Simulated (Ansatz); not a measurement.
Potential energy surface of H3, doublet: collinear H-H-H surface. Scanned: first H-H distance and second H-H distance.

Method: CCSD on UHF/def2-TZVP, frozen core in Ansatz (a quantum-chemistry and plane-wave program).

Energy in mEh above the lowest grid point; x is the first H-H distance (Å), y the second H-H distance (Å).

```
y \ x   0.63  0.69  0.75  0.78  0.88  0.94  1.02  1.13  1.19  1.35   1.51   1.84   2.15
-----  -----  ----  ----  ----  ----  ----  ----  ----  ----  ----  -----  -----  -----
2.15    11.0   2.1   0.0   0.8   9.4  17.4  29.8  48.3  58.4  84.1  106.3  138.1  151.5
1.78    14.1   4.9   2.6   3.3  11.5  19.2  31.2  49.1  58.9  83.4  103.8  128.3  133.7
1.58    17.4   7.9   5.2   5.7  13.2  20.5  31.8  48.6  57.7  79.8   96.6  112.4  114.7
1.41    21.6  11.6   8.3   8.5  14.8  21.2  31.4  46.2  54.0  71.7   83.5   92.2   92.9
1.21    29.1  17.7  13.1  12.5  16.1  20.6  28.0  38.3  43.5  53.9   59.4   62.2   61.8
1.11    34.2  21.9  16.1  14.9  16.3  19.4  24.7  32.0  35.5  42.0   45.0   45.7   44.9
1.02    40.2  26.6  19.4  17.5  16.4  18.0  21.0  25.4  27.4  30.8   31.8   30.9   29.8
0.96    45.1  30.5  22.3  19.9  16.8  17.2  18.7  21.1  22.1  23.6   23.5   21.7   20.3
0.85    57.5  40.7  30.2  26.6  19.5  17.6  16.1  15.0  14.5  12.8   11.0    7.8    6.0
0.79    67.2  49.0  37.0  32.7  23.4  20.1  17.1  14.2  12.9   9.8    7.1    3.2    1.3
0.73    80.2  60.5  47.0  42.0  30.3  25.7  21.2  16.7  14.7  10.2    6.7    2.2    0.1
0.69    91.4  70.7  56.2  50.6  37.4  32.0  26.6  21.0  18.5  13.2    9.2    4.3    2.1
0.63   113.8  91.4  75.4  69.1  53.6  47.0  40.2  33.1  30.0  23.5   18.9   13.4   11.0
```

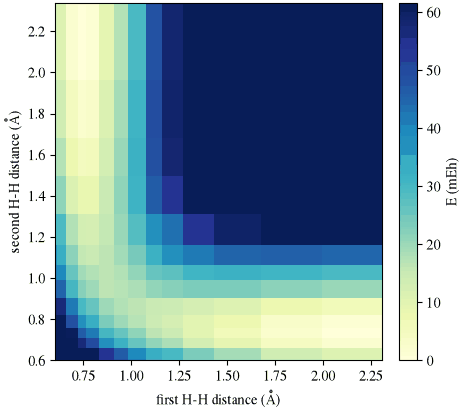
*Energy surface, cut off at 62 mEh.*

Points that lie below all their neighbours on the grid: x = 0.75, y = 2.15 on the edge of the grid (0.0 mEh); x = 2.15, y = 0.73 on the edge of the grid (0.1 mEh). The lowest path on the grid from the first to the second passes x = 0.94, y = 0.96 at 17.2 mEh.
